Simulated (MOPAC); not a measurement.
# C₅H₇N (charge +1): geometry relaxation (part 2 of 2)

C₅H₇N, charge +1, multiplicity 2; PM6-D3, unrestricted, dispersion D3 (MOPAC 23.2.5). The starting geometry was optimised with PM6-D3.

Geometry of the input (Å):
```
C  -0.3417  -0.7546  1.7409
C  -0.0291  -0.2156  0.4009
C  0.9623  -0.5762  -0.5119
C  0.8243  0.2637  -1.6580
C  -0.2455  1.1252  -1.4346
N  -0.7737  0.8323  -0.1661
H  0.3497  -1.5696  2.0069
H  -1.3589  -1.1693  1.7909
H  -0.2493  0.0113  2.5245
H  1.6972  -1.3422  -0.3846
H  1.4426  0.2275  -2.5315
H  -0.6513  1.8936  -2.0619
H  -1.5506  1.2941  0.2598
```

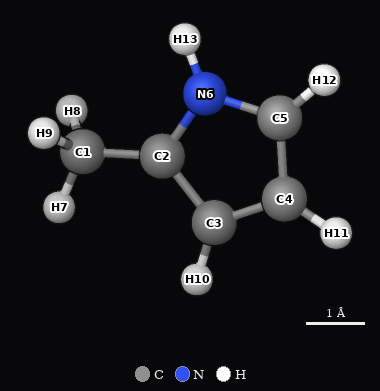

**Figure 1.** The geometry at step 21 of the log (ball-and-stick view, seen at a tilt; atoms are numbered from 1 in the order of the input).

### Trajectory as extended XYZ, continued
```
13
Properties=species:S:1:pos:R:3:forces:R:3 step=5 energy=8.48675
C    -0.3379   -0.7509    1.7289    0.0010   0.0240  -0.0833
C    -0.0533   -0.2037    0.4168    0.1153  -0.0901   0.0096
C     0.9872   -0.5727   -0.5525    0.0402  -0.1399   0.1269
C     0.8542    0.2314   -1.6497    0.0009   0.0918  -0.1666
C    -0.2630    1.1326   -1.4195    0.0970  -0.0277  -0.1123
N    -0.7845    0.8380   -0.1614   -0.2688   0.1655   0.1626
H     0.3496   -1.5752    2.0184   -0.0077  -0.0013   0.0085
H    -1.3652   -1.1750    1.8065    0.0310   0.0028   0.0661
H    -0.2557    0.0067    2.5404   -0.0285  -0.0443   0.0411
H     1.7125   -1.3615   -0.3777    0.0181  -0.0085  -0.0043
H     1.4535    0.2295   -2.5576    0.0055   0.0091  -0.0059
H    -0.6571    1.9065   -2.0761    0.0052  -0.0016   0.0002
H    -1.5760    1.3133    0.2784   -0.0092   0.0204  -0.0427
13
Properties=species:S:1:pos:R:3:forces:R:3 step=7 energy=8.48560
C    -0.3378   -0.7509    1.7257    0.0259   0.0059   0.0405
C    -0.0505   -0.2047    0.4157   -0.1305   0.1186  -0.0112
C     0.9888   -0.5753   -0.5517   -0.0307   0.0538  -0.0428
C     0.8544    0.2328   -1.6519    0.0449  -0.0909   0.0449
C    -0.2610    1.1288   -1.4181   -0.0835   0.1782  -0.1427
N    -0.7905    0.8440   -0.1600    0.1907  -0.2277   0.0839
H     0.3490   -1.5750    2.0199   -0.0069   0.0000  -0.0122
H    -1.3639   -1.1751    1.8152    0.0225   0.0084   0.0131
H    -0.2576    0.0022    2.5439   -0.0182  -0.0369  -0.0094
H     1.7145   -1.3628   -0.3770    0.0240  -0.0156  -0.0091
H     1.4549    0.2304   -2.5594   -0.0051   0.0111   0.0038
H    -0.6572    1.9062   -2.0763    0.0454  -0.0646   0.0349
H    -1.5792    1.3166    0.2761   -0.0787   0.0596   0.0062
13
Properties=species:S:1:pos:R:3:forces:R:3 step=9 energy=8.48465
C    -0.3376   -0.7515    1.7297    0.0048   0.0048  -0.1236
C    -0.0531   -0.2040    0.4175    0.0103   0.0364  -0.0502
C     0.9879   -0.5730   -0.5531    0.0110  -0.0914   0.0887
C     0.8555    0.2314   -1.6531   -0.0874   0.0554   0.0639
C    -0.2616    1.1320   -1.4211    0.0491  -0.0634   0.0126
N    -0.7876    0.8408   -0.1597   -0.0340   0.0226   0.0217
H     0.3487   -1.5756    2.0167    0.0253  -0.0355   0.0183
H    -1.3633   -1.1750    1.8170   -0.0004  -0.0068   0.0235
H    -0.2583   -0.0007    2.5442   -0.0028   0.0244   0.0691
H     1.7151   -1.3637   -0.3779   -0.0310   0.0439  -0.0144
H     1.4547    0.2312   -2.5568    0.0459   0.0031  -0.0768
H    -0.6564    1.9054   -2.0763    0.0012   0.0113  -0.0148
H    -1.5810    1.3187    0.2734    0.0079  -0.0048  -0.0180
13
Properties=species:S:1:pos:R:3:forces:R:3 step=12 energy=8.48409
C    -0.3369   -0.7509    1.7273    0.0051  -0.0368  -0.0028
C    -0.0530   -0.2030    0.4166   -0.0264   0.0136   0.0339
C     0.9867   -0.5729   -0.5512    0.0859  -0.0989  -0.0117
C     0.8547    0.2316   -1.6524   -0.0103   0.0092   0.0232
C    -0.2607    1.1309   -1.4211   -0.0123   0.0096  -0.0110
N    -0.7876    0.8408   -0.1594   -0.0721   0.0726   0.0015
H     0.3493   -1.5772    2.0158    0.0025   0.0020  -0.0044
H    -1.3625   -1.1752    1.8199    0.0111   0.0019   0.0016
H    -0.2586   -0.0029    2.5470    0.0030   0.0076   0.0223
H     1.7153   -1.3635   -0.3783   -0.0419   0.0503  -0.0072
H     1.4551    0.2316   -2.5579    0.0195  -0.0036  -0.0261
H    -0.6559    1.9050   -2.0774    0.0097  -0.0081   0.0031
H    -1.5820    1.3198    0.2725    0.0264  -0.0193  -0.0224
13
Properties=species:S:1:pos:R:3:forces:R:3 step=14 energy=8.48374
C    -0.3366   -0.7515    1.7274    0.0041  -0.0094   0.0026
C    -0.0535   -0.2022    0.4169   -0.0139   0.0098   0.0031
C     0.9876   -0.5745   -0.5514   -0.0146   0.0130  -0.0006
C     0.8548    0.2317   -1.6517    0.0019  -0.0063  -0.0003
C    -0.2608    1.1308   -1.4214   -0.0013   0.0024  -0.0029
N    -0.7885    0.8423   -0.1595    0.0086  -0.0046  -0.0027
H     0.3498   -1.5778    2.0151    0.0041   0.0020  -0.0064
H    -1.3620   -1.1755    1.8208    0.0073  -0.0009  -0.0011
H    -0.2586   -0.0039    2.5487    0.0047  -0.0043   0.0050
H     1.7149   -1.3621   -0.3784   -0.0014  -0.0009   0.0048
H     1.4554    0.2316   -2.5589    0.0020  -0.0025   0.0039
H    -0.6556    1.9045   -2.0778    0.0076  -0.0024  -0.0045
H    -1.5822    1.3197    0.2708   -0.0089   0.0040  -0.0011
13
Properties=species:S:1:pos:R:3:forces:R:3 step=16 energy=8.48361
C    -0.3351   -0.7527    1.7278   -0.0121  -0.0074  -0.0133
C    -0.0552   -0.1998    0.4180    0.0033  -0.0040   0.0002
C     0.9859   -0.5736   -0.5501    0.0174  -0.0026  -0.0105
C     0.8543    0.2310   -1.6519    0.0171  -0.0112   0.0032
C    -0.2602    1.1304   -1.4229   -0.0154   0.0088   0.0060
N    -0.7883    0.8437   -0.1598   -0.0241   0.0187  -0.0053
H     0.3519   -1.5804    2.0094    0.0084   0.0003   0.0025
H    -1.3601   -1.1768    1.8225   -0.0019  -0.0063  -0.0036
H    -0.2578   -0.0093    2.5522    0.0143   0.0084   0.0088
H     1.7142   -1.3608   -0.3757   -0.0125   0.0066   0.0036
H     1.4564    0.2309   -2.5585   -0.0021  -0.0084   0.0097
H    -0.6537    1.9032   -2.0810    0.0013  -0.0009   0.0025
H    -1.5842    1.3213    0.2678    0.0063  -0.0020  -0.0036
13
Properties=species:S:1:pos:R:3:forces:R:3 step=18 energy=8.48355
C    -0.3350   -0.7531    1.7274   -0.0015   0.0059   0.0020
C    -0.0553   -0.1993    0.4179   -0.0069   0.0000   0.0035
C     0.9861   -0.5736   -0.5502   -0.0001   0.0040   0.0117
C     0.8544    0.2307   -1.6517    0.0003   0.0023   0.0036
C    -0.2604    1.1303   -1.4229   -0.0041   0.0047   0.0001
N    -0.7888    0.8445   -0.1598   -0.0006  -0.0066  -0.0017
H     0.3527   -1.5806    2.0088    0.0029   0.0042  -0.0007
H    -1.3597   -1.1776    1.8221   -0.0022  -0.0051  -0.0027
H    -0.2567   -0.0099    2.5531    0.0095  -0.0053  -0.0096
H     1.7135   -1.3604   -0.3743   -0.0015  -0.0037   0.0014
H     1.4564    0.2298   -2.5575    0.0048  -0.0043  -0.0070
H    -0.6534    1.9030   -2.0813   -0.0001   0.0009   0.0003
H    -1.5844    1.3217    0.2677   -0.0005   0.0030  -0.0009
13
Properties=species:S:1:pos:R:3:forces:R:3 step=21 energy=8.48350
C    -0.3345   -0.7540    1.7270   -0.0013   0.0012   0.0008
C    -0.0565   -0.1979    0.4182   -0.0008  -0.0022  -0.0007
C     0.9857   -0.5728   -0.5488   -0.0007  -0.0004   0.0000
C     0.8543    0.2302   -1.6513    0.0028   0.0008   0.0016
C    -0.2602    1.1304   -1.4235    0.0023  -0.0005   0.0020
N    -0.7894    0.8453   -0.1602   -0.0032  -0.0020  -0.0038
H     0.3550   -1.5809    2.0057   -0.0003   0.0004   0.0005
H    -1.3587   -1.1800    1.8215    0.0011  -0.0002   0.0023
H    -0.2536   -0.0123    2.5533    0.0012   0.0005  -0.0001
H     1.7121   -1.3604   -0.3717    0.0005   0.0000  -0.0005
H     1.4567    0.2270   -2.5573   -0.0013   0.0004  -0.0003
H    -0.6525    1.9029   -2.0823   -0.0017   0.0015   0.0000
H    -1.5850    1.3234    0.2668    0.0014   0.0005  -0.0018
13
Properties=species:S:1:pos:R:3:forces:R:3 step=23 energy=8.48350
C    -0.3347   -0.7537    1.7272    0.0011  -0.0004   0.0001
C    -0.0564   -0.1985    0.4180   -0.0041   0.0004   0.0010
C     0.9858   -0.5730   -0.5491    0.0001  -0.0012  -0.0006
C     0.8545    0.2305   -1.6513   -0.0003   0.0004   0.0000
C    -0.2601    1.1306   -1.4233    0.0015  -0.0005  -0.0010
N    -0.7895    0.8447   -0.1603   -0.0016  -0.0021   0.0011
H     0.3546   -1.5805    2.0068    0.0003   0.0003   0.0002
H    -1.3589   -1.1797    1.8223    0.0010   0.0008   0.0003
H    -0.2537   -0.0114    2.5529    0.0011   0.0011  -0.0007
H     1.7124   -1.3607   -0.3726   -0.0008   0.0006   0.0004
H     1.4565    0.2274   -2.5575    0.0010   0.0010  -0.0003
H    -0.6529    1.9034   -2.0816    0.0012   0.0003  -0.0006
H    -1.5846    1.3233    0.2668   -0.0007  -0.0007   0.0001
13
Properties=species:S:1:pos:R:3:forces:R:3 step=25 energy=8.48349
C    -0.3346   -0.7537    1.7272    0.0002   0.0006   0.0003
C    -0.0568   -0.1985    0.4180    0.0017  -0.0015  -0.0010
C     0.9857   -0.5730   -0.5490   -0.0016   0.0002   0.0002
C     0.8546    0.2306   -1.6512   -0.0001  -0.0005   0.0001
C    -0.2599    1.1306   -1.4234   -0.0021  -0.0003   0.0007
N    -0.7897    0.8447   -0.1604   -0.0009   0.0001  -0.0015
H     0.3548   -1.5806    2.0065    0.0004   0.0001   0.0002
H    -1.3587   -1.1798    1.8227    0.0000   0.0005   0.0002
H    -0.2533   -0.0115    2.5529    0.0010   0.0011  -0.0003
H     1.7122   -1.3606   -0.3724   -0.0002  -0.0003   0.0002
H     1.4565    0.2274   -2.5575    0.0012   0.0009   0.0005
H    -0.6527    1.9034   -2.0817    0.0016  -0.0004   0.0003
H    -1.5847    1.3234    0.2666   -0.0012  -0.0006   0.0001
13
Properties=species:S:1:pos:R:3:forces:R:3 step=28 energy=8.48349
C    -0.3344   -0.7537    1.7272    0.0002   0.0011   0.0006
C    -0.0571   -0.1987    0.4178   -0.0002   0.0010   0.0003
C     0.9855   -0.5731   -0.5491    0.0009  -0.0003  -0.0003
C     0.8547    0.2307   -1.6511   -0.0007   0.0005  -0.0001
C    -0.2598    1.1307   -1.4233   -0.0004  -0.0006  -0.0008
N    -0.7899    0.8445   -0.1605   -0.0005  -0.0014   0.0003
H     0.3551   -1.5805    2.0064    0.0000   0.0006   0.0001
H    -1.3584   -1.1795    1.8234   -0.0006   0.0001   0.0004
H    -0.2527   -0.0110    2.5525    0.0010   0.0000   0.0004
H     1.7120   -1.3607   -0.3722   -0.0001  -0.0008  -0.0006
H     1.4569    0.2279   -2.5572    0.0013   0.0000   0.0001
H    -0.6521    1.9037   -2.0816    0.0002   0.0005  -0.0001
H    -1.5850    1.3232    0.2665   -0.0011  -0.0006  -0.0004
13
Properties=species:S:1:pos:R:3:forces:R:3 step=30 energy=8.48349
C    -0.3344   -0.7536    1.7273    0.0011   0.0008   0.0006
C    -0.0572   -0.1989    0.4177   -0.0011   0.0007   0.0002
C     0.9855   -0.5733   -0.5492    0.0002  -0.0003  -0.0005
C     0.8548    0.2308   -1.6511    0.0003   0.0007  -0.0001
C    -0.2598    1.1307   -1.4232    0.0012  -0.0005  -0.0008
N    -0.7901    0.8443   -0.1606   -0.0008  -0.0012   0.0005
H     0.3551   -1.5804    2.0065   -0.0002   0.0004   0.0003
H    -1.3585   -1.1793    1.8237    0.0002   0.0007   0.0002
H    -0.2523   -0.0106    2.5524    0.0005  -0.0005   0.0001
H     1.7119   -1.3610   -0.3726   -0.0009   0.0003   0.0000
H     1.4573    0.2283   -2.5569    0.0005  -0.0002   0.0000
H    -0.6518    1.9040   -2.0814   -0.0004   0.0002  -0.0002
H    -1.5852    1.3230    0.2663   -0.0005  -0.0011  -0.0003
13
Properties=species:S:1:pos:R:3:forces:R:3 step=32 energy=8.48349
C    -0.3343   -0.7535    1.7273    0.0005   0.0005  -0.0001
C    -0.0573   -0.1989    0.4177    0.0005   0.0001  -0.0005
C     0.9853   -0.5733   -0.5492    0.0003   0.0000   0.0006
C     0.8548    0.2308   -1.6511    0.0004   0.0007   0.0000
C    -0.2597    1.1308   -1.4232    0.0001   0.0000  -0.0007
N    -0.7902    0.8442   -0.1607    0.0001  -0.0011  -0.0005
H     0.3552   -1.5803    2.0065   -0.0001   0.0000   0.0001
H    -1.3584   -1.1792    1.8241   -0.0002   0.0004   0.0002
H    -0.2519   -0.0107    2.5525    0.0005   0.0005   0.0003
H     1.7116   -1.3611   -0.3726   -0.0003  -0.0003   0.0002
H     1.4576    0.2285   -2.5568    0.0000  -0.0003   0.0002
H    -0.6515    1.9042   -2.0814   -0.0006  -0.0003   0.0003
H    -1.5854    1.3227    0.2661   -0.0012  -0.0002   0.0000
13
Properties=species:S:1:pos:R:3:forces:R:3 step=35 energy=8.48348
C    -0.3342   -0.7534    1.7274   -0.0003   0.0000   0.0005
C    -0.0575   -0.1991    0.4176   -0.0003   0.0008   0.0010
C     0.9852   -0.5735   -0.5493    0.0004   0.0003  -0.0006
C     0.8550    0.2310   -1.6510    0.0001   0.0002   0.0003
C    -0.2596    1.1309   -1.4232    0.0008  -0.0007   0.0003
N    -0.7904    0.8439   -0.1608   -0.0011   0.0000  -0.0003
H     0.3552   -1.5803    2.0065   -0.0001  -0.0004  -0.0001
H    -1.3583   -1.1787    1.8246    0.0005   0.0007   0.0002
H    -0.2512   -0.0104    2.5525    0.0003   0.0003  -0.0006
H     1.7112   -1.3615   -0.3728    0.0003  -0.0003   0.0002
H     1.4580    0.2287   -2.5565   -0.0002   0.0001  -0.0001
H    -0.6513    1.9046   -2.0811   -0.0007  -0.0005  -0.0002
H    -1.5859    1.3222    0.2659    0.0003  -0.0006  -0.0007
13
Properties=species:S:1:pos:R:3:forces:R:3 step=37 energy=8.48348
C    -0.3342   -0.7533    1.7274    0.0005   0.0005   0.0001
C    -0.0576   -0.1991    0.4176    0.0000   0.0001  -0.0003
C     0.9852   -0.5735   -0.5494    0.0002  -0.0001   0.0004
C     0.8550    0.2311   -1.6509    0.0005   0.0003   0.0001
C    -0.2596    1.1309   -1.4232    0.0001   0.0000  -0.0004
N    -0.7905    0.8438   -0.1609   -0.0003  -0.0009  -0.0004
H     0.3552   -1.5803    2.0065   -0.0003   0.0000   0.0000
H    -1.3583   -1.1785    1.8249   -0.0004   0.0002   0.0003
H    -0.2510   -0.0102    2.5523    0.0008   0.0002   0.0002
H     1.7112   -1.3616   -0.3729    0.0000   0.0001   0.0001
H     1.4580    0.2289   -2.5565    0.0000   0.0001   0.0001
H    -0.6512    1.9047   -2.0810   -0.0003  -0.0004  -0.0001
H    -1.5860    1.3221    0.2657   -0.0006   0.0000   0.0000
```

### Results in brief

| quantity | value |
| --- | --- |
| outcome | converged |
| total energy | −32.297780 hartree |
| dispersion energy | −0.003072 hartree |
| heat of formation | 195.63 kcal/mol |
| basis functions | 31 |
| largest force | 0.001 eV/Å |
| ⟨S²⟩ | 0.796 |
| hardware | 1 thread of Arm Neoverse N1, 16 GiB of memory available, shared host |
| peak memory | 0.092 GiB |

### Remarks

MOPAC's energies along a path are heats of formation.
